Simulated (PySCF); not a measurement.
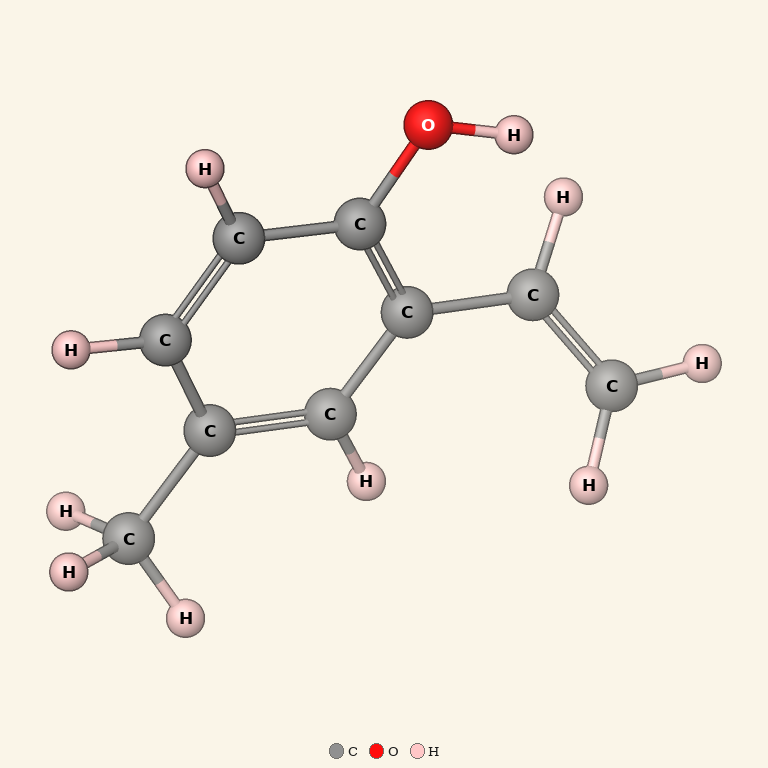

Orthographic view. Atoms fade into the background with distance from the viewer. Computed geometry: PBE0-D3(BJ)/def2-SVP optimisation. No frequency run is at hand to confirm it as a minimum.

Q: Give the standard InChI.

A: InChI=1S/C9H10O/c1-3-8-6-7(2)4-5-9(8)10/h3-6,10H,1H2,2H3
